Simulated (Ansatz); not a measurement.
Be₂NbP₃

```xyz
6
Lattice="5.0804 0.0000 0.0000 -2.5402 4.3998 0.0000 0.0000 0.0000 3.3699" Properties=species:S:1:pos:R:3 pbc="T T T"
Be    0.0000    2.9332    0.0000
Be    2.5402    1.4666    0.0000
Nb    0.0000    0.0000    0.0000
P     2.5402    0.0000    1.6850
P     1.2701    2.1999    1.6850
P    -1.2701    2.1999    1.6850
```

Space group P6/mmm; a structure generated by program, which may or may not match a known phase.

All numbers below come from DFT PBE, scalar-relativistic, plane waves, PAW (Ansatz 0.2.0).

Question: What can the converged valence pseudo-density and electron localisation function tell about the bonding?

Answer: Be–P (2.23 Å): ρ is about 0.46 e/Å³ halfway; the ELF peaks at about 0.80 in the valence shell of P, 0.8 Å from its nucleus, and is about 0.75 at the midpoint.
Be–Nb (2.93 Å): ρ at the midpoint is about 0.19 e/Å³; the ELF is about 0.25 at the midpoint: no shared electron pair shows on this line.
Nb–P (3.05 Å): the density is about 0.2 e/Å³ at the midpoint; the ELF peaks at about 0.80 in the valence shell of P, 0.8 Å from its nucleus, and drops to about 0.15 between the two atoms.

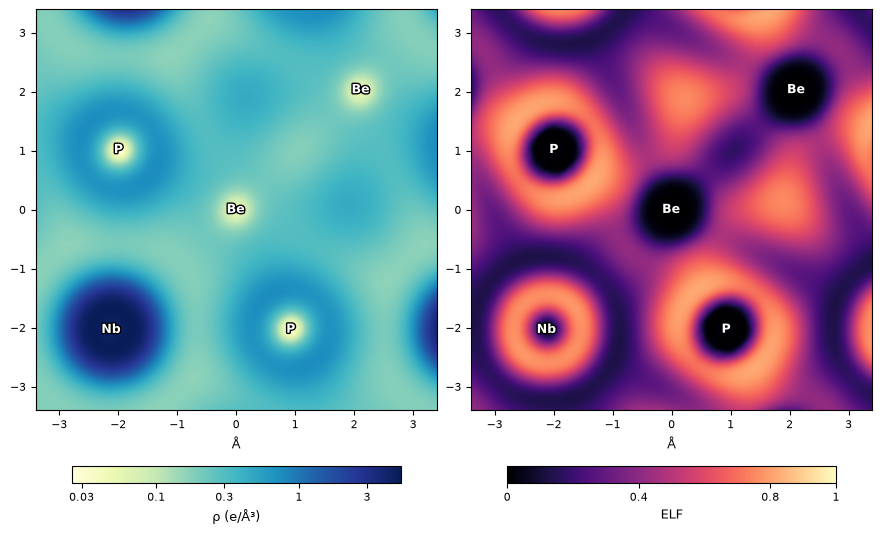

Computed valence pseudo-density and electron localisation function on the (111) plane of the conventional cell, in this order. 
